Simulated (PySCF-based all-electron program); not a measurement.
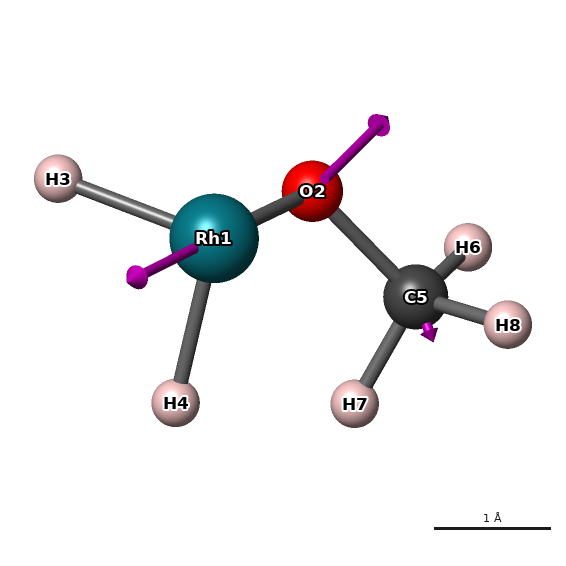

Arrows show the forces on the atoms, 0.2 Å of arrow for 1 eV/Å; forces under a tenth of the largest aren't drawn. The species is neutral and a spin singlet. Level of theory: PBE, all-electron, scalar-relativistic (Koelling-Harmon), large uncontracted Gaussian sets (PySCF-based all-electron program).

**Along which bond is the force strongest?**

Rh1–O2, now 1.710 Å: the forces push its atoms apart, so a first step downhill lengthens it.

List the force components in the frame of the picture (x right, y up, z towards the viewer), in eV/Å.

| atom | Fx | Fy | Fz |
| --- | --- | --- | --- |
| Rh1 | −2.92 | −1.48 | 4.91 |
| O2 | 2.76 | 2.74 | −5.09 |
| H3 | −0.06 | −0.36 | 0.04 |
| H4 | −0.49 | 0.03 | 0.33 |
| C5 | 0.32 | −0.81 | 0.13 |
| H6 | −0.08 | 0.20 | 0.05 |
| H7 | 0.14 | −0.12 | −0.20 |
| H8 | 0.33 | −0.20 | −0.17 |
